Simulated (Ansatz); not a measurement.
**A computed series for ZnO: response to strain**

The reference is ZnO in the wurtzite structure (space group P6_3mc, No. 186).

```xyz
4
Lattice="3.2352 0.0000 0.0000 -1.6176 2.8018 0.0000 0.0000 0.0000 5.2113" Properties=species:S:1:pos:R:3 pbc="T T T"
Zn     1.6176     0.9339     0.0127
Zn     0.0000     1.8679     2.6183
O      1.6176     0.9339     3.2454
O      0.0000     1.8679     0.6398
```

Strains are applied to the cell and any free atomic positions relax.

Calculations: r2SCAN, PAW, 500 eV (Ansatz, an electronic-structure program; without spin-orbit coupling), earlier PAW set.

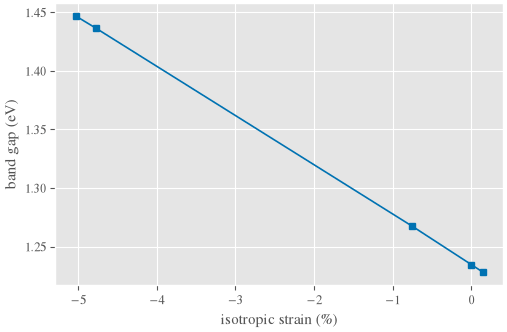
Figure: Band gap against isotropic strain

Question: From the plot, what is the band gap for isotropic strain −0.75 %?

Answer: About 1.27 eV.

Question: Is the trend monotonic over the range shown?

Answer: Yes, it falls throughout, spanning 1.23 eV to 1.45 eV.

Semilocal Kohn–Sham gaps tend to fall short of experiment. Whether these cells are dynamically stable was not tested.
